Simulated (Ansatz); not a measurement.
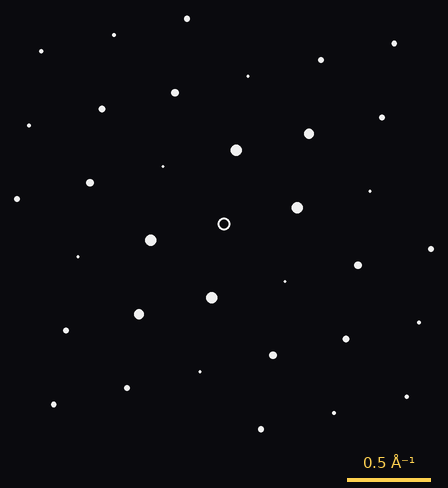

The pattern is a kinematic simulation for 200 kV electrons (no multiple scattering; isotropic B = 0.8 Å²).

Phase: Zn2C3, space group P-3m1 (No. 164), a = 2.676 Å, c = 7.608 Å (hexagonal axes). Structure: the geometry relaxed with Ansatz 0.2.0, DFT PBE, scalar-relativistic, plane waves, PAW; the starting structure was generated, so it need not be a known form of this composition.

Determine the zone axis from the geometry of the pattern.

The spots form a centred rectangular net with both shortest vectors at d = 2.22 Å, 68.1° apart. They index as 1 -1 1 and 1 0 -1, so the zone axis is [121] (or an equivalent direction of <121>). The zone [211] gives nearly the same net, so geometry alone does not settle it; this pattern was computed for [121].

List the strongest reflections.

Strongest reflections with d > 0.80 Å, one of each family (|F|² from tabulated Gaussian fits of the electron scattering factors, times a small damping for the curvature of the Ewald sphere):

```tsv
hkl	d (Å)	I (strongest = 100)
1 0 -1	2.217	100
2 -1 0	1.338	65
1 1 -3	1.183	20
0 2 -4	0.990	14
3 -1 -1	0.870	7
0 1 -2	1.979	0
```
